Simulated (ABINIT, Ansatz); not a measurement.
**Quasiparticle gap of SiC (P6_3mc) in ABINIT**

Aim: the G0W0 gap of SiC (P6_3mc) on PBE, step by step.

Calculated with ABINIT 10.8.3; PBE and many-body steps on it, plane waves.

**Experimental background.**

- Gap 3.2 eV: experimental band gap quoted from earlier work; bulk crystal (quoted in “Local vibrational modes of Si vacancy spin qubits in SiC”, 2020, arxiv:2002.00067).

- Gap 3.26 eV: band gap at cryogenic temperature; bulk crystal (literature value) (quoted in “Silicon carbide diodes for neutron detection”, 2020, arxiv:2009.14696).

- Gap 3.285 eV: band gap at low temperature, quoted from earlier experiments; bulk crystal (quoted in “Excitation properties of the divacancy in 4H-SiC”, 2018, arxiv:1804.01167).

### 1. Set-up

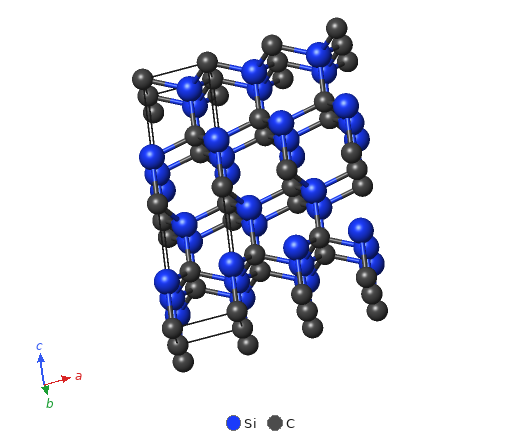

The cell as given, from a free direction (silicon blue, carbon dark grey). 3×2×1 cells are drawn. Bonds to atoms that aren't drawn are left out. Some periodic images of atoms are drawn too.

Coordinates:

```cif
data_structure
_symmetry_space_group_name_H-M 'P 1'
_symmetry_Int_Tables_number 1
_cell_length_a 3.0757
_cell_length_b 3.0757
_cell_length_c 10.0706
_cell_angle_alpha 90.000
_cell_angle_beta 90.000
_cell_angle_gamma 120.000
_cell_volume 82.50
loop_
_atom_site_label
_atom_site_type_symbol
_atom_site_fract_x
_atom_site_fract_y
_atom_site_fract_z
_atom_site_occupancy
Si1 Si 0.66667 0.33333 0.93784 1
Si2 Si 0.33333 0.66667 0.43784 1
Si3 Si 0.00000 0.00000 0.68789 1
Si4 Si 0.00000 0.00000 0.18789 1
C5 C 0.66667 0.33333 0.74980 1
C6 C 0.33333 0.66667 0.24980 1
C7 C 0.00000 0.00000 0.50046 1
C8 C 0.00000 0.00000 0.00046 1
```

The cell and positions are those that the Materials Project relaxed with its own functionals (PBE, PBE+U or r2SCAN), kept fixed.

### 2. Ground state

This step: ABINIT 10.8.3; DFT, PBE, plane waves, norm-conserving pseudopotentials.

The ground-state density comes first.

The input, run.abi:

```
acell 3*1.0 Angstrom
rprim 
  3.075694149693 -0.000000000023 0.000000000000
  -1.537847074826 2.663629267917 0.000000000000
  0.000000000000 0.000000000000 10.070646480000
ntypat 2
znucl 14 6
natom 8
typat 1 1 1 1 2 2 2 2
xred 
  0.666666666667 0.333333333333 0.937841980000
  0.333333333333 0.666666666667 0.437841980000
  0.000000000000 0.000000000000 0.687894380000
  0.000000000000 0.000000000000 0.187894380000
  0.666666666667 0.333333333333 0.749802590000
  0.333333333333 0.666666666667 0.249802590000
  0.000000000000 0.000000000000 0.500460050000
  0.000000000000 0.000000000000 0.000460050000
pp_dirpath "pseudos"
pseudos "Si.upf, C.upf"
ecut 37
ngkpt 6 6 2
nshiftk 1
shiftk 0 0 0
kptopt 1
chksymbreak 0
nband 24
occopt 1
tolvrs 1e-10
nstep 60
prtwf 0
optforces 0
optstress 0
indata_prefix "in"
outdata_prefix "out"
tmpdata_prefix "tmp"
```

The run is started by

```bash
> OMP_NUM_THREADS=1 mpirun -n 4 abinit run.abi > log
```

Numbers of over 12 decimals in the logs are rounded to 6 here.

The log of the run:

```text
.Version 10.8.3 of ABINIT. v10.8.2 released Aug 2026.

 Symmetries : space group P6_3 m c (#186); Bravais hP (primitive hexag.)
================================================================================
 Values of the parameters that define the memory need of the present run
     intxc =       0    ionmov =       0      iscf =       7    lmnmax =       6
     lnmax =       6     mgfft =     108  mpssoang =       3    mqgrid =    5212
     natom =       8  nloc_mem =       1    nspden =       1   nspinor =       1
    nsppol =       1      nsym =      12    n1xccc =    2501    ntypat =       2
    occopt =       1   xclevel =       2
-    mband =          24        mffmem =           1         mkmem =           4
       mpw =        6030          nfft =      110592          nkpt =          14
================================================================================
  Rough estimation (10% accuracy) of disk space for files :
================================================================================

--------------------------------------------------------------------------------
------------- Echo of variables that govern the present computation ------------
--------------------------------------------------------------------------------
 -outvars: echo values of preprocessed input variables --------
            acell      1.8897261259E+00  1.8897261259E+00  1.8897261259E+00 Bohr

      chksymbreak           0
             ecut      3.70000000E+01 Hartree
-          fftalg         312

              ixc     -101130
              kpt      0.00000000E+00  0.00000000E+00  0.00000000E+00
                       1.66666667E-01  0.00000000E+00  0.00000000E+00
                       3.33333333E-01  0.00000000E+00  0.00000000E+00
                       5.00000000E-01  0.00000000E+00  0.00000000E+00
                       1.66666667E-01  1.66666667E-01  0.00000000E+00
                       3.33333333E-01  1.66666667E-01  0.00000000E+00
                       3.33333333E-01  3.33333333E-01  0.00000000E+00
                       0.00000000E+00  0.00000000E+00  5.00000000E-01
                       1.66666667E-01  0.00000000E+00  5.00000000E-01
                       3.33333333E-01  0.00000000E+00  5.00000000E-01
                       5.00000000E-01  0.00000000E+00  5.00000000E-01
[...]
kptrlatt        6    0    0      0    6    0      0    0    2
          kptrlen      3.48733175E+01
P           mkmem           4
            natom           8
            nband          24
            ngfft          32      32     108
             nkpt          14
            nstep          60
             nsym          12
           ntypat           2
              occ      2.000000  2.000000  2.000000  2.000000  2.000000  2.000000
                       2.000000  2.000000  2.000000  2.000000  2.000000  2.000000
                       2.000000  2.000000  2.000000  2.000000  0.000000  0.000000
                       0.000000  0.000000  0.000000  0.000000  0.000000  0.000000
        optforces           0
        optstress           0
            prtwf           0
            rprim      3.0756941497E+00 -2.3000000000E-11  0.0000000000E+00
[...]
spgroup         186

           tolvrs      1.00000000E-10

             xred      6.6666666667E-01  3.3333333333E-01  9.3784198000E-01
[...]
znucl       14.00000    6.00000

================================================================================

 chkinp: Checking input parameters for consistency.

================================================================================
== DATASET  1 ==================================================================
-   mpi_nproc: 4, omp_nthreads: 1 (-1 if OMP is not activated)

--- !DatasetInfo
iteration_state: {dtset: 1, }
dimensions: {natom: 8, nkpt: 14, mband: 24, nsppol: 1, nspinor: 1, nspden: 1, mpw: 6030, }
cutoff_energies: {ecut:  37.0, pawecutdg:  -1.0, }
electrons: {nelect:   3.20000000E+01, charge:   0.00000000E+00, occopt:   1.00000000E+00, tsmear:   1.00000000E-02, }

 Real(R)+Recip(G) space primitive vectors, cartesian coordinates (Bohr,Bohr^-1):
 R(1)=  5.8122196  0.0000000  0.0000000  G(1)=  0.1720513  0.0993339  0.0000000
 R(2)= -2.9061098  5.0335298  0.0000000  G(2)=  0.0000000  0.1986677  0.0000000
 R(3)=  0.0000000  0.0000000 19.0307638  G(3)=  0.0000000  0.0000000  0.0525465
 Unit cell volume ucvol=  5.5676366E+02 bohr^3
 Angles (23,13,12)=  9.00000000E+01  9.00000000E+01  1.20000000E+02 degrees

 getcut: wavevector=  0.0000  0.0000  0.0000  ngfft=  32  32 108
         ecut(hartree)=     37.000   => boxcut(ratio)=   2.01068

--- Pseudopotential description ------------------------------------------------
- Si Generated using ONCVPSP code by D. R. Hamann
- 14.00000   4.00000  171031                  znucl, zion, pspdat
12 -101130 2 -1 1510                          pspcod,pspxc,lmax,lloc,mmax
     nproj     2     2     2
  pspatm : epsatm=    9.34321561
         --- l  ekb(1:nproj) -->
[...]
pspatm: atomic psp has been read  and splines computed

- C Generated using ONCVPSP code by D. R. Hamann
-  6.00000   4.00000  171031                  znucl, zion, pspdat
12 -101130 1 -1 1248                          pspcod,pspxc,lmax,lloc,mmax
     nproj     2     2     0
  pspatm : epsatm=    4.31346680
         --- l  ekb(1:nproj) -->
[...]
pspatm: atomic psp has been read  and splines computed

   1.74805535E+03                                ecore*ucvol(ha*bohr**3)
--------------------------------------------------------------------------------

_setup2: Arith. and geom. avg. npw (full set) are    5986.958    5986.930

================================================================================

--- !BeginCycle
iteration_state: {dtset: 1, }
solver: {iscf: 7, nstep: 60, nline: 4, wfoptalg: 0, }
tolerances: {tolvrs: 1.00E-10, }

     iter   Etot(hartree)      deltaE(h)  residm     vres2
 ETOT  1  -40.689975357196    -4.069E+01 3.920E-02 1.189E+03
 ETOT  2  -40.928112186779    -2.381E-01 3.652E-02 4.937E+02
 ETOT  3  -41.078240039922    -1.501E-01 8.897E-03 4.289E-01
 ETOT  4  -41.078471795709    -2.318E-04 4.758E-03 3.134E-02
 ETOT  5  -41.078477453201    -5.657E-06 5.138E-03 9.464E-04
 ETOT  6  -41.078477510293    -5.709E-08 2.141E-03 1.508E-04
 ETOT  7  -41.078477538850    -2.856E-08 1.049E-03 1.673E-05
 ETOT  8  -41.078477540450    -1.600E-09 5.729E-04 5.127E-07
 ETOT  9  -41.078477540482    -3.158E-11 2.196E-04 3.423E-08
 ETOT 10  -41.078477540484    -1.968E-12 6.056E-04 6.029E-10
 ETOT 11  -41.078477540483     5.045E-13 1.911E-04 1.744E-11

 At SCF step   11       vres2   =  1.74E-11 < tolvrs=  1.00E-10 =>converged.

--- !ResultsGS
iteration_state: {dtset: 1, }
comment   : Summary of ground state results
lattice_vectors:
- [  5.8122196,  -0.0000000,   0.0000000, ]
- [ -2.9061098,   5.0335298,   0.0000000, ]
- [  0.0000000,   0.0000000,  19.0307638, ]
lattice_lengths: [   5.81222,    5.81222,   19.03076, ]
lattice_angles: [ 90.000,  90.000, 120.000, ] # degrees, (23, 13, 12)
lattice_volume:   5.5676366E+02
convergence: {deltae:  5.045E-13, res2:  1.744E-11, residm:  1.911E-04, diffor:  0.000E+00, }
etotal    :  -4.10784775E+01
entropy   :   0.00000000E+00
fermie    :   2.54948116E-01
cartesian_stress_tensor: null
pressure_GPa: null
xred      :
- [  6.6667E-01,   3.3333E-01,   9.3784E-01, Si]
- [  3.3333E-01,   6.6667E-01,   4.3784E-01, Si]
- [  3.7007E-17,   3.7007E-17,   6.8789E-01, Si]
- [  3.7007E-17,   3.7007E-17,   1.8789E-01, Si]
- [  6.6667E-01,   3.3333E-01,   7.4980E-01,  C]
- [  3.3333E-01,   6.6667E-01,   2.4980E-01,  C]
- [  3.7007E-17,   3.7007E-17,   5.0046E-01,  C]
- [  3.7007E-17,   3.7007E-17,   4.6005E-04,  C]
cartesian_forces: null
force_length_stats: {min: null, max: null, mean: null, }

 Integrated electronic density in atomic spheres:
 ------------------------------------------------
 Atom  Sphere_radius  Integrated_density
[...]
================================================================================

 ----iterations are completed or convergence reached----

 Mean square residual over all n,k,spin=   10.296E-07; max=  19.112E-05
 reduced coordinates (array xred) for    8 atoms
[...]
0.000000000000      0.000000000000      0.187894380000
       0.666666666667      0.333333333333      0.749802590000
       0.333333333333      0.666666666667      0.249802590000
       0.000000000000      0.000000000000      0.500460050000
       0.000000000000      0.000000000000      0.000460050000
 rms dE/dt=  0.0000E+00; max dE/dt=  0.0000E+00; dE/dt below (all hartree)
    1       0.000000000000      0.000000000000      0.000000000000
    2       0.000000000000      0.000000000000      0.000000000000
    3       0.000000000000      0.000000000000      0.000000000000
    4       0.000000000000      0.000000000000      0.000000000000
    5       0.000000000000      0.000000000000      0.000000000000
    6       0.000000000000      0.000000000000      0.000000000000
    7       0.000000000000      0.000000000000      0.000000000000
    8       0.000000000000      0.000000000000      0.000000000000

 cartesian coordinates (angstrom) at end:
    1      1.537847     0.887876     9.444675
    2      1.367e-11     1.775753     4.409352
    3      0.000000     0.000000     6.927541
    4      0.000000     0.000000     1.892218
    5      1.537847     0.887876     7.550997
    6      1.367e-11     1.775753     2.515674
    7      0.000000     0.000000     5.039956
    8      0.000000     0.000000     0.004633
 length scales=  1.889726125908  1.889726125908  1.889726125908 bohr
              =  1.000000000000  1.000000000000  1.000000000000 angstroms
 prteigrs : about to open file out_EIG
 Fermi (or HOMO) energy (hartree) =   0.25495   Average Vxc (hartree)=  -0.41532
 Eigenvalues (hartree) for nkpt=  14  k points:
 kpt#   1, nband= 24, wtk=  0.01389, kpt=  0.0000  0.0000  0.0000 (reduced coord)
  -0.31516   -0.27183   -0.27047   -0.18372   -0.06249    0.09349    0.09498    0.21124
   0.21124    0.22822    0.22822    0.23345    0.23345    0.25300    0.25495    0.25495
   0.44278    0.46407    0.48689    0.48780    0.51193    0.51195    0.51284    0.51286
 prteigrs : prtvol=0 or 1, do not print more k-points.

--- !EnergyTerms
iteration_state     : {dtset: 1, }
comment             : Components of total free energy in Hartree
kinetic             :  2.35978425213173E+01
hartree             :  4.69674993212079E+00
xc                  : -1.51279979119173E+01
Ewald energy        : -4.18766357211719E+01
psp_core            :  3.13967215874692E+00
local_psp           : -1.65451608048558E+01
non_local_psp       :  1.03705228527668E+00
total_energy        : -4.10784775404834E+01
total_energy_eV     : -1.11780231875095E+03
band_energy         :  1.13215869106599E+00

== END DATASET(S) ==============================================================
================================================================================

 -outvars: echo values of variables after computation  --------
           etotal     -4.1078477540E+01
            nband          24
             nkpt          14
          spgroup         186
 [... the other variables as echoed above ...]

 Calculation completed.
```

Wall time 20 s (4 MPI ranks of Arm Neoverse V1, shared host); peak memory 0.36 GiB; 80 s of CPU time.

Numbers from this step:

```yaml
total_energy: -1117.8023 eV
gap: 2.228 eV
k_of_the_valence_top: 0, 0, 0
k_of_the_conduction_bottom: 0.5, 0, 0
least_direct_gap: 3.353 eV
```

The gap is indirect, with the least direct gap 1.13 eV higher.

(Continued in part 2 of 3.)

[Paths, hosts, dates, memory and timing lines, banners, echoed tables and standing remarks are left out of the program output.]

[Logs are printed without paths, hosts, clocks, repeated set-up lines and the standing remarks that a program may print on its own settings, such as how far it seeks lower states.]

[Runs of the session that timed out or met a known fault of the program may be left out.]

[Hosts, paths, dates, database ids (printed as entryN), source tags and the programs' standing remarks are cut or masked in the printed files.]

[G0W0 gaps are taken among the corrected bands and points alone; a level outside them can change the order at an edge.]

[Where Ansatz stands beside ABINIT at settings called matched, ABINIT's density can come from a denser mesh and the files from another edition; pairs whose starting gaps differed by over 0.03 eV were left out, so agreement reads better than it is.]
